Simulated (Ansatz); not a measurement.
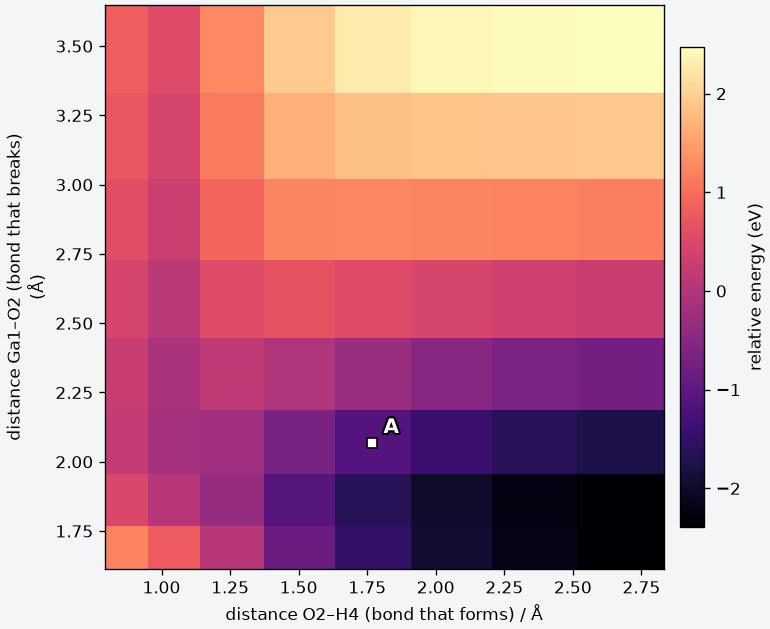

The reacting system ClGaH3NO (fragments ClGaH₃NO where the first distance is long, ClGaHN + H₂O where the second is long). The first coordinate is: distance O2–H4 (bond that forms); the second: distance Ga1–O2 (bond that breaks). Relaxed at each point: all other coordinates. The grid has 8 × 8 points. Points are written as (first, second). Energies: eV, counted from a guessed transition structure relaxed with its forming and breaking bonds held. Energies and slopes of some neighbouring points disagree (a jump in structure or state, or too coarse a mesh). The reference is spin-restricted, so regions where a bond is pulled apart into radicals lie too high. Level of theory: RKS PBE0-D4/def2-SVP in Ansatz 0.2.0.

The picture shows one coloured cell a grid point, the point A.

Q: Which way does the force act at A, and how strong is it?

A: A, at (1.767 Å, 2.068 Å), is not a stationary point. The computed force is 1.3 eV for each Å towards larger values of the first coordinate and 3.2 eV for each Å towards smaller values of the second coordinate.
